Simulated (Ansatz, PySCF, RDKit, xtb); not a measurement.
# GeN3H7: ranking a sample of isomers, part 1 of 2

A sample of isomers of GeN3H7 is drawn. Aim: find which of them has the lowest free energy at 298.15 K, then its properties. The sample is small against all isomers, and the most stable one of this formula need not be in it. One structure proposed beforehand is put among the starts (marked given), to see whether the search confirms or beats it.

The funnel: GFN2-xTB relaxations, single points with a density functional, relaxations at PBE0-D4/def2-SVP, harmonic vibrations, and a last energy at a higher level. All values are calculated.

### Step 1. Drawing up candidates

Isomers were taken from a list of plausible structures; this is a sample, not all of them. That gives 2 candidates.

Candidates are built by distance geometry, with a force field where one applies, in up to four conformers (letters a to d).

### Step 2. Cheap relaxation of all starts

All 6 starts are relaxed the same way. One of them, c696c (drawn by moving bonds, embedded by distance geometry and UFF), in full:

Input file start.xyz:

```xyz
11
c696c
Ge    -1.609779    -0.489729    -0.669496
N      1.037442    -0.543671    -0.245510
N     -0.150901    -0.216712     0.413466
N     -3.185241    -0.048115     0.186533
H      1.147835     0.091024    -1.080157
H      0.927057    -1.540945    -0.580409
H     -0.302918    -0.846577     1.273696
H     -1.667413    -1.973696    -1.132209
H     -1.539302     0.394934    -1.986248
H     -3.061829     0.967411     0.513795
H     -3.225587    -0.618514     1.050291
```

Launch:

```bash
xtb start.xyz --gfn 2 --opt
```

Log, cut to the lines that bear on the results:

```text
* xtb version 6.7.1
[...]
          :  # basis functions                  29          :
[...]
          :  # electrons                        26          :
[...]
          :  Hamiltonian                  GFN2-xTB          :
[...]
          :  net charge                          0          :
          :  unpaired electrons                  0          :
[...]
   *** convergence criteria satisfied after 12 iterations ***
[...]
   *** GEOMETRY OPTIMIZATION CONVERGED AFTER 13 ITERATIONS ***
[...]
   *** convergence criteria satisfied after 3 iterations ***
[...]
         ::                     SUMMARY                     ::
         :::::::::::::::::::::::::::::::::::::::::::::::::::::
         :: total energy             -14.211304985871 Eh    ::
         :: gradient norm              0.000580495164 Eh/a0 ::
         :: HOMO-LUMO gap              6.732458050659 eV    ::
         ::.................................................::
         :: SCC energy               -14.333745459893 Eh    ::
         :: -> isotropic ES            0.023822456189 Eh    ::
         :: -> anisotropic ES          0.000531181807 Eh    ::
         :: -> anisotropic XC          0.014947092297 Eh    ::
         :: -> dispersion             -0.005377987421 Eh    ::
         :: repulsion energy           0.122440474022 Eh    ::
         :: add. restraining           0.000000000000 Eh    ::
         :: total charge               0.000000000000 e     ::
         :::::::::::::::::::::::::::::::::::::::::::::::::::::
[...]
        13        2.0000           -0.3605295              -9.8105 (HOMO)
        14                         -0.1131162              -3.0780 (LUMO)
[...]
          | TOTAL ENERGY              -14.211304985871 Eh   |
          | GRADIENT NORM               0.000580495164 Eh/α |
          | HOMO-LUMO GAP               6.732458050659 eV   |
           -------------------------------------------------
[...]
```

Run time: 0.19 s. Hardware: 2 threads of Intel Xeon Platinum 8259CL at 2.50GHz (Skylake/Cascade Lake), shared host.

### Step 3. The minima found

6 of the 6 relaxations converged. 6 distinct structures remain:

```
label  start            SMILES after     spin  energy (kcal/mol)
c505a  given  [NH2][GeH]([NH2])[NH2]  singlet                0.0
c505b  drawn  [NH2][GeH]([NH2])[NH2]  singlet                1.0
c696c  drawn        N[NH][GeH2][NH2]  singlet               29.8
c696b  drawn        N[NH][GeH2][NH2]  singlet               30.2
c696a  drawn        N[NH][GeH2][NH2]  singlet               30.3
c696d  drawn        N[NH][GeH2][NH2]  singlet               30.8
```

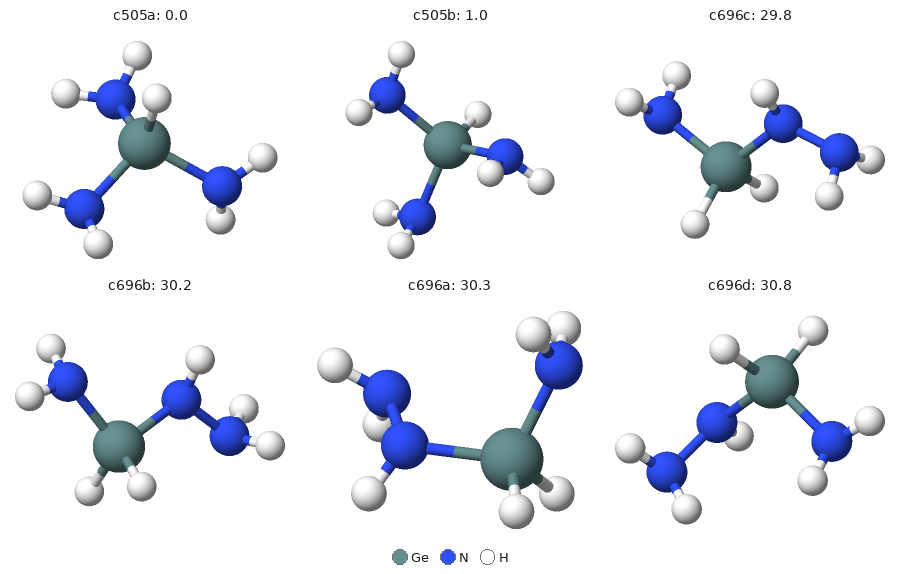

The 6 lowest minima that did not fall apart, with their GFN2-xTB energies in kcal/mol.

### Step 4. Second filter: single points

A choice of the minima (the low ones first, few conformers of a pattern, up to a cap) and the lowest that fell apart get a single point at r2SCAN-D4/def2-SVP on the tight-binding geometry, and one at HF/STO-3G for comparison. The lowest singlets are also tried as triplets at the same geometry (label ending in t). The first, c505a:

Input file input.yaml:

```yaml
crystal:
  periodic: [false, false, false]
  atoms:
    - symbol: Ge
      position_ang: [0.309728, 0.266172, 0.053315]
    - symbol: N
      position_ang: [-1.335866, 0.949035, -0.350764]
    - symbol: N
      position_ang: [0.007223, -0.838657, 1.455144]
    - symbol: "N"
      position_ang: [0.961503, -0.812136, -1.246189]
    - symbol: H
      position_ang: [-1.364859, 1.726079, -0.994673]
    - symbol: H
      position_ang: [-1.924876, 1.171089, 0.436874]
    - symbol: H
      position_ang: [1.378486, 1.333009, 0.254729]
    - symbol: H
      position_ang: [0.772818, -1.458504, 1.675068]
    - symbol: H
      position_ang: [-0.320542, -0.423079, 2.314375]
    - symbol: H
      position_ang: [1.217584, -0.370859, -2.117414]
    - symbol: H
      position_ang: [0.364301, -1.599148, -1.460065]
basis:
  gaussian: {orbitals: def2-SVP}
hamiltonian: {xc: r2scan, dispersion: d4}
scf: {lower_state_search: off}
output: {orbitals: {seedname: orbitals}}
```

Launch:

```bash
ansatz run input.yaml --threads 2 --pin off --max-ram 5220MiB --events-out events.jsonl --progress --plain --runs-dir runs
```

Log, cut to the lines that bear on the results:

```text
Warning: RAYON_NUM_THREADS=2 ignored (pool sized by the plan → 2); use --threads N
Functional definition: r2SCAN
  name "r2SCAN"
[...]
1273 factors; their error is unknown
[...]
mean field -61089.96439017 eV, -2245.0147830736 hartree, gradient 5.0e-6 eV, S^2 0.000000; 0 other end points of the search recorded, 0 dependent functions left out
reference -61089.96440025 eV, -2245.0147834441 hartree; 30, 30 occupied and 79, 79 virtual orbitals, 1273 factors
Total energy: -61090.01470749 eV, -2245.0166322012 hartree
Checks for a lower state left out: stability, starts, cluster_reference, orbital_swaps, neighbouring_geometries, increment
```

Run time: 3.6 s. Hardware: 2 threads of Intel Xeon Platinum 8259CL at 2.50GHz (Skylake/Cascade Lake), shared host; peak memory 0.16 GiB.

Relative energies in kcal/mol, each column from its lowest structure that stays in one piece:

```
 label                  SMILES     spin  GFN2-xTB  HF/STO-3G  r2SCAN-D4/def2-SVP
 c505b  [NH2][GeH]([NH2])[NH2]  singlet       1.0        0.0                 0.0
 c505a  [NH2][GeH]([NH2])[NH2]  singlet       0.0        2.0                 0.2
 c696b        N[NH][GeH2][NH2]  singlet      30.2       32.3                42.5
 c696c        N[NH][GeH2][NH2]  singlet      29.8       33.7                42.6
c505bt  [NH2][GeH]([NH2])[NH2]  triplet         –          –               145.2
c696bt        N[NH][GeH2][NH2]  triplet         –          –               178.6
```

### Step 5. Third filter: density-functional geometries

3 candidates are relaxed at PBE0-D4/def2-SVP (chosen among the lowest in one piece). The first, c505a:

input.yaml: that of step 4 with these lines changed.

```diff
@@ -5,3 +5,3 @@
       position_ang: [0.309728, 0.266172, 0.053315]
-    - symbol: N
+    - symbol: "N"
       position_ang: [-1.335866, 0.949035, -0.350764]
@@ -9,3 +9,3 @@
       position_ang: [0.007223, -0.838657, 1.455144]
-    - symbol: "N"
+    - symbol: N
       position_ang: [0.961503, -0.812136, -1.246189]
@@ -27,4 +27,4 @@
   gaussian: {orbitals: def2-SVP}
-hamiltonian: {xc: r2scan, dispersion: d4}
-scf: {lower_state_search: off}
-output: {orbitals: {seedname: orbitals}}
+hamiltonian: {xc: {name: PBE0}, dispersion: d4}
+scf: {lower_state_search: "off"}
+relax: {f_tol: 0.003}
```

Launch:

```bash
ansatz run input.yaml --threads 2 --pin off --max-ram 5220MiB --events-out events.jsonl --progress --plain --runs-dir runs
```

Log, cut to the lines that bear on the results:

```text
Warning: RAYON_NUM_THREADS=2 ignored (pool sized by the plan → 2); use --threads N
[...]
Functional definition: PBE0
  name "PBE0"
[...]
1202 factors; integrals over basis functions are off by at most 2.9e-4 eV
[...]
mean field -61080.37772064 eV, -2244.6624794666 hartree, gradient 9.2e-6 eV, S^2 0.000000; 0 other end points of the search recorded, 0 dependent functions left out
[...]
Atom 7 at     0.809047    -1.371027     1.723511 Å, force     0.000259    -0.000261     0.000399 eV/Å
Atom 8 at    -0.310674    -0.289396     2.288784 Å, force    -0.000043     0.000624     0.000108 eV/Å
Atom 9 at     1.193552    -0.527468    -2.126316 Å, force     0.000167     0.000340    -0.000011 eV/Å
Atom 10 at     0.301526    -1.704460    -1.392105 Å, force    -0.000573    -0.000922    -0.000051 eV/Å
Dipole moment:    -0.152999     0.108284     0.185948 e Å
Checks for a lower state left out: stability, starts, cluster_reference, orbital_swaps, neighbouring_geometries, increment
```

Wall time 2 min (2 threads of Intel Xeon Platinum 8259CL at 2.50GHz (Skylake/Cascade Lake), shared host); peak memory 0.25 GiB.

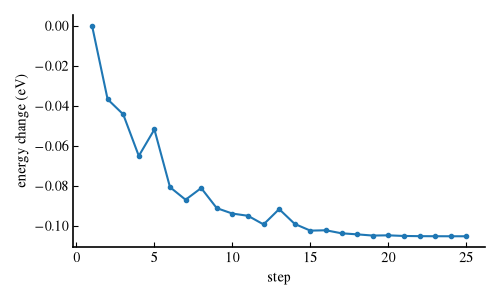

Energy along the run, all evaluated steps.

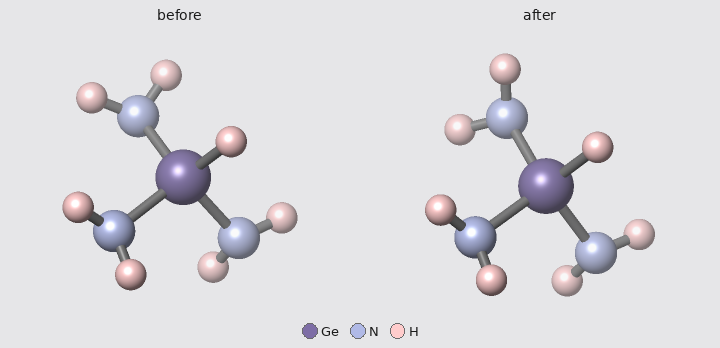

Before and after, at one scale.

After the run. Bond lengths: Ge1–N2 1.831 Å, Ge1–N3 1.831 Å, Ge1–N4 1.827 Å, N2–H5 1.015 Å, N2–H6 1.016 Å, Ge1–H7 1.545 Å, N3–H8 1.016 Å, N3–H9 1.016 Å, N4–H10 1.016 Å, N4–H11 1.017 Å. Some angles: N2–Ge1–N3 108.4°, N2–Ge1–N4 115.7°, N3–Ge1–N4 102.2°, Ge1–N2–H5 116.0°, Ge1–N2–H6 116.1°, N2–Ge1–H7 105.3°, N3–Ge1–H7 118.8°, N4–Ge1–H7 107.0°, Ge1–N3–H8 114.7°, Ge1–N3–H9 115.7°.

### Step 6. The relaxed candidates

```
label     spin  r2SCAN-D4/def2-SVP (kcal/mol)  PBE0-D4/def2-SVP, relaxed (kcal/mol)   time
c505a  singlet                            0.2                                   0.0  2 min
c505b  singlet                            0.0                                   1.3   44 s
c696b  singlet                           42.5                                  41.6   43 s
```

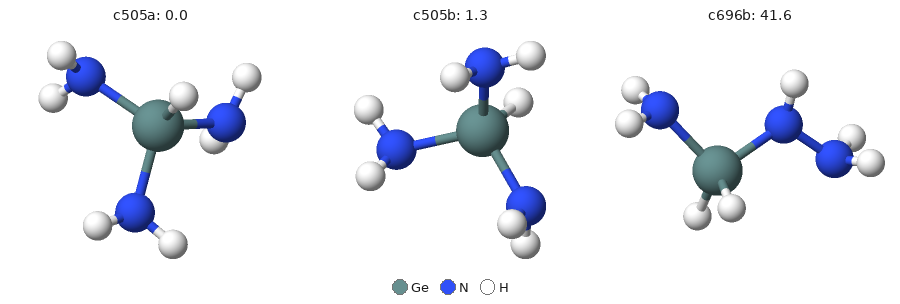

The relaxed structures, with energies at PBE0-D4/def2-SVP in kcal/mol.

### Step 7. Vibrations and thermal terms

The lowest few in one piece go on as finalists. Harmonic vibrations at PBE0-D4/def2-SVP test each finalist and give the zero-point energy and the thermal terms. The first, c505a:

Input file input.yaml:

```yaml
crystal:
  periodic: [false, false, false]
  atoms:
    - {symbol: Ge, position_ang: [0.332787, 0.280243, -0.004512]}
    - {symbol: "N", position_ang: [-1.230806, 1.128987, -0.438912]}
    - {symbol: N, position_ang: [0.030578, -0.771794, 1.462804]}
    - {symbol: N, position_ang: [0.942159, -0.931686, -1.228284]}
    - {symbol: H, position_ang: [-1.308999, 2.097086, -0.143732]}
    - {symbol: H, position_ang: [-2.086769, 0.631836, -0.210534]}
    - {symbol: H, position_ang: [1.393099, 1.400681, 0.089696]}
    - {symbol: H, position_ang: [0.809047, -1.371027, 1.723511]}
    - {symbol: H, position_ang: [-0.310674, -0.289396, 2.288784]}
    - {symbol: H, position_ang: [1.193552, -0.527468, -2.126316]}
    - {symbol: H, position_ang: [0.301526, -1.704460, -1.392105]}
basis:
  gaussian:
    orbitals: def2-SVP
total_charge: 0
hamiltonian:
  xc: {name: PBE0}
  dispersion: d4
scf:
  lower_state_search: off
phonons: {}
```

Launch:

```bash
ansatz run input.yaml --threads 2 --pin off --max-ram 5220MiB --events-out events.jsonl --progress --plain --runs-dir runs
```

Log, cut to the lines that bear on the results:

```text
Warning: RAYON_NUM_THREADS=2 ignored (pool sized by the plan → 2); use --threads N
[... 2 set-up lines as earlier in the session ...]
[...]
1198 factors; integrals over basis functions are off by at most 4.8e-4 eV
[...]
mean field -61080.48446386 eV, -2244.6664022075 hartree, gradient 7.8e-6 eV, S^2 0.000000; 0 other end points of the search recorded, 0 dependent functions left out
[...]
Atom 10 at     0.301526    -1.704460    -1.392105 Å, force    -0.000591    -0.000925    -0.000062 eV/Å
Dipole moment:    -0.152998     0.108284     0.185949 e Å
Vibrations: 113.93 192.73 195.26 233.93 246.82 308.40 453.62 524.80 565.75 685.59 696.17 705.45 713.25 739.69 876.97 900.39 918.03 1541.07 1542.45 1549.49 2127.19 3571.89 3578.63 3582.64 3671.46 3682.19 3688.92 cm⁻¹, zero-point energy 2.331320 eV
Checks for a lower state left out: stability, starts, cluster_reference, orbital_swaps, neighbouring_geometries, increment
```

It took 4.8 min on 2 threads of Intel Xeon Platinum 8259CL at 2.50GHz (Skylake/Cascade Lake), shared host; peak memory 0.25 GiB.

### Step 8. Thermal terms of the finalists

At 298.15 K and 1 atm, ideal gas, rigid rotor and harmonic oscillator:

```
label                  SMILES     spin  point group  lowest mode (cm⁻¹)  zero-point (kcal/mol)  G − E (kcal/mol)
c505a  [NH2][GeH]([NH2])[NH2]  singlet           C1                 114                   53.8              34.1
c505b  [NH2][GeH]([NH2])[NH2]  singlet           C3                  90                   53.5              34.0
c696b        N[NH][GeH2][NH2]  singlet           C1                  81                   53.6              33.9
```

Chiral structures get −RT ln 2 for their mirror image.

### Step 9. The final energy

Single points at CCSD(T)/def2-SVP + MP2/def2-TZVPP - MP2/def2-SVP on the refined geometries decide the order.

c505a, CCSD(T)/def2-SVP:

input.yaml: that of step 7 with these lines changed.

```diff
@@ -6,3 +6,3 @@
     - {symbol: N, position_ang: [0.030578, -0.771794, 1.462804]}
-    - {symbol: N, position_ang: [0.942159, -0.931686, -1.228284]}
+    - {symbol: "N", position_ang: [0.942159, -0.931686, -1.228284]}
     - {symbol: H, position_ang: [-1.308999, 2.097086, -0.143732]}
@@ -15,10 +15,3 @@
 basis:
-  gaussian:
-    orbitals: def2-SVP
-total_charge: 0
-hamiltonian:
-  xc: {name: PBE0}
-  dispersion: d4
-scf:
-  lower_state_search: off
-phonons: {}
+  gaussian: {orbitals: def2-SVP}
+correlation: {method: ccsd_t, frozen_orbitals: {H: 0, "N": 1, Ge: 9}}
```

Launch:

```bash
ansatz run input.yaml --threads 2 --pin off --max-ram 5220MiB --events-out events.jsonl --progress --plain --runs-dir runs
```

Log, cut to the lines that bear on the results:

```text
Warning: RAYON_NUM_THREADS=2 ignored (pool sized by the plan → 2); use --threads N
Functional definition: HF
  name "HF"
[...]
1108 factors; integrals over basis functions are off by at most 1.2e-3 eV
[...]
mean field -61019.89169750 eV, -2242.4396591150 hartree, gradient 6.5e-7 eV, S^2 0.000000; 0 other end points of the search recorded, 0 dependent functions left out
12 core orbitals not correlated: weight in the atoms' cores, before any rotation towards them, 1.000 or more for the frozen orbitals, at most 0.000 for the correlated occupied ones
reference -61019.89169750 eV, -2242.4396591150 hartree; 18, 18 occupied and 79, 79 virtual orbitals, 1108 factors
second order -20.44269748 eV of doubles, -0.00000000 eV of singles
cycle   1  -20.63589923 eV  change   -1.9e-1 eV  update   9.4e-2
[...]
cycle   9  -21.25660951 eV  change    1.8e-5 eV  update   1.6e-5
perturbative correction -0.56539663 eV, -0.0207779429 hartree
Total energy: -61041.71370364 eV, -2243.2416030493 hartree
```

Wall time 24 s (2 threads of Intel Xeon Platinum 8259CL at 2.50GHz (Skylake/Cascade Lake), shared host); peak memory 0.56 GiB.

### Step 10. c505a at MP2/def2-TZVPP

input.yaml: that of step 9 with these lines changed.

```diff
@@ -5,3 +5,3 @@
     - {symbol: "N", position_ang: [-1.230806, 1.128987, -0.438912]}
-    - {symbol: N, position_ang: [0.030578, -0.771794, 1.462804]}
+    - {symbol: "N", position_ang: [0.030578, -0.771794, 1.462804]}
     - {symbol: "N", position_ang: [0.942159, -0.931686, -1.228284]}
@@ -15,3 +15,6 @@
 basis:
-  gaussian: {orbitals: def2-SVP}
-correlation: {method: ccsd_t, frozen_orbitals: {H: 0, "N": 1, Ge: 9}}
+  gaussian:
+    orbitals: def2-TZVPP
+correlation:
+  method: mp2
+  frozen_orbitals: {H: 0, "N": 1, Ge: 9}
```

Launch:

```bash
ansatz run input.yaml --threads 2 --pin off --max-ram 5220MiB --events-out events.jsonl --progress --plain --runs-dir runs
```

Log, cut to the lines that bear on the results:

```text
Warning: RAYON_NUM_THREADS=2 ignored (pool sized by the plan → 2); use --threads N
[... 2 set-up lines as earlier in the session ...]
[...]
1429 factors; integrals over basis functions are off by at most 1.1e-3 eV
[...]
mean field -61032.86103325 eV, -2242.9162734130 hartree, gradient 2.9e-6 eV, S^2 0.000000; 0 other end points of the search recorded, 0 dependent functions left out
12 core orbitals not correlated: weight in the atoms' cores, before any rotation towards them, 1.000 or more for the frozen orbitals, at most 0.000 for the correlated occupied ones
reference -61032.86103325 eV, -2242.9162734130 hartree; 18, 18 occupied and 209, 209 virtual orbitals, 1429 factors
second order -24.79777849 eV of doubles, -0.00000000 eV of singles
Total energy: -61057.65881174 eV, -2243.8275749639 hartree
```

It took 13 s on 2 threads of Intel Xeon Platinum 8259CL at 2.50GHz (Skylake/Cascade Lake), shared host; peak memory 0.57 GiB.

### Step 11. c505b at CCSD(T)/def2-SVP

Input file input.yaml:

```yaml
crystal:
  periodic: [false, false, false]
  atoms:
    - {symbol: Ge, position_ang: [0.582615, -0.275635, 0.922124]}
    - {symbol: N, position_ang: [-1.131002, -0.917485, 1.044603]}
    - {symbol: "N", position_ang: [1.785604, -1.544560, 1.475422]}
    - {symbol: N, position_ang: [0.948501, 0.251198, -0.796120]}
    - {symbol: H, position_ang: [-1.398370, -1.263523, 1.962671]}
    - {symbol: H, position_ang: [-1.378744, -1.615276, 0.348282]}
    - {symbol: H, position_ang: [0.710536, 0.946213, 1.842755]}
    - {symbol: H, position_ang: [1.674300, -2.458804, 1.045362]}
    - {symbol: H, position_ang: [2.762803, -1.270657, 1.410939]}
    - {symbol: H, position_ang: [1.068499, -0.507899, -1.461350]}
    - {symbol: H, position_ang: [0.299496, 0.928876, -1.188089]}
basis:
  gaussian:
    orbitals: def2-SVP
correlation:
  method: ccsd_t
  frozen_orbitals: {H: 0, "N": 1, Ge: 9}
```

Launch:

```bash
ansatz run input.yaml --threads 2 --pin off --max-ram 5220MiB --events-out events.jsonl --progress --plain --runs-dir runs
```

Log, cut to the lines that bear on the results:

```text
Warning: RAYON_NUM_THREADS=2 ignored (pool sized by the plan → 2); use --threads N
[... 2 set-up lines as earlier in the session ...]
[...]
1105 factors; integrals over basis functions are off by at most 1.3e-3 eV
[...]
mean field -61019.84456592 eV, -2242.4379270615 hartree, gradient 7.8e-7 eV, S^2 0.000000; 0 other end points of the search recorded, 0 dependent functions left out
12 core orbitals not correlated: weight in the atoms' cores, before any rotation towards them, 1.000 or more for the frozen orbitals, at most 0.000 for the correlated occupied ones
reference -61019.84456592 eV, -2242.4379270615 hartree; 18, 18 occupied and 79, 79 virtual orbitals, 1105 factors
second order -20.43643107 eV of doubles, -0.00000000 eV of singles
cycle   1  -20.63240611 eV  change   -2.0e-1 eV  update   9.4e-2
[...]
cycle   9  -21.25299623 eV  change    1.7e-5 eV  update   2.0e-5
perturbative correction -0.56556384 eV, -0.0207840878 hartree
Total energy: -61041.66312600 eV, -2243.2397443550 hartree
```

Run time: 21 s. Hardware: 2 threads of Intel Xeon Platinum 8259CL at 2.50GHz (Skylake/Cascade Lake), shared host; peak memory 0.55 GiB.

### Step 12. Free energies and the winner

Energies in kcal/mol from c505a; G adds the thermal terms to the CCSD(T)/def2-SVP + MP2/def2-TZVPP - MP2/def2-SVP energy. The columns left of the relaxed level are at the tight-binding geometries.

```
label                  SMILES     spin  GFN2-xTB  HF/STO-3G  r2SCAN-D4/def2-SVP  PBE0-D4/def2-SVP  HF/def2-SVP  MP2/def2-SVP  CCSD(T)/def2-SVP + MP2/def2-TZVPP - MP2/def2-SVP     G  share at equilibrium     T1
c505a  [NH2][GeH]([NH2])[NH2]  singlet       0.0        0.0                 0.0               0.0          0.0           0.0                                               0.0   0.0                87.4 %  0.010
c505b  [NH2][GeH]([NH2])[NH2]  singlet       1.0       -2.0                -0.2               1.3          1.1           1.2                                               1.3   1.1                12.6 %  0.010
c696b        N[NH][GeH2][NH2]  singlet      30.2       30.3                42.2              41.6         43.6          45.7                                              49.1  48.9               < 0.1 %  0.010
```

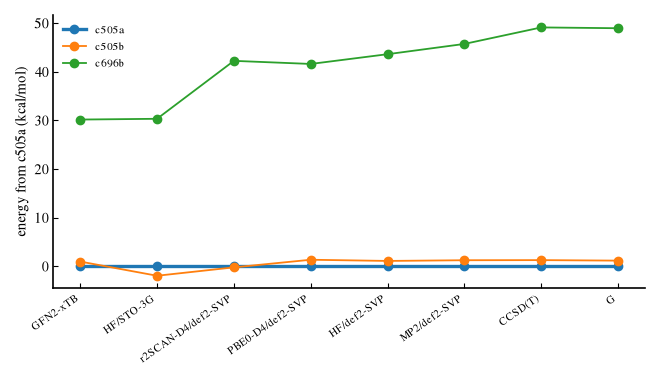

The finalists at each level, measured from c505a.

Lowest found: c505a, `[NH2][GeH]([NH2])[NH2]`, a singlet of point group C1. Bond lengths: Ge1–N2 1.831 Å, Ge1–N3 1.831 Å, Ge1–N4 1.827 Å, N2–H5 1.015 Å, N2–H6 1.016 Å, Ge1–H7 1.545 Å, N3–H8 1.016 Å, N3–H9 1.016 Å, N4–H10 1.016 Å, N4–H11 1.017 Å. Some angles: N2–Ge1–N3 108.4°, N2–Ge1–N4 115.7°, N3–Ge1–N4 102.2°, Ge1–N2–H5 116.0°, Ge1–N2–H6 116.1°, N2–Ge1–H7 105.3°, N3–Ge1–H7 118.8°, N4–Ge1–H7 107.0°, Ge1–N3–H8 114.7°, Ge1–N3–H9 115.7°.

```xyz
11

Ge    0.3328    0.2802   -0.0045
N    -1.2308    1.1290   -0.4389
N     0.0306   -0.7718    1.4628
N     0.9422   -0.9317   -1.2283
H    -1.3090    2.0971   -0.1437
H    -2.0868    0.6318   -0.2105
H     1.3931    1.4007    0.0897
H     0.8090   -1.3710    1.7235
H    -0.3107   -0.2894    2.2888
H     1.1936   -0.5275   -2.1263
H     0.3015   -1.7045   -1.3921
```

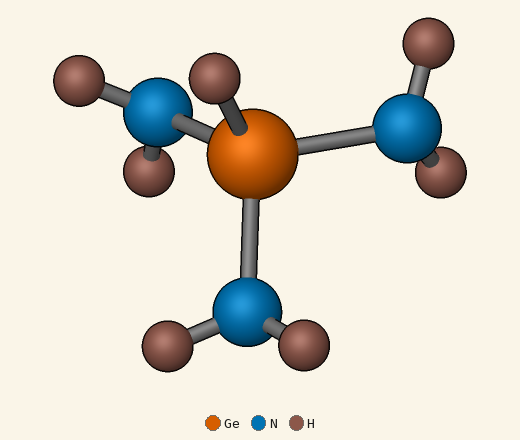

The lowest structure found, seen from a chosen angle (germanium orange, nitrogen blue, hydrogen brown).

(Continued in part 2 of 2.)
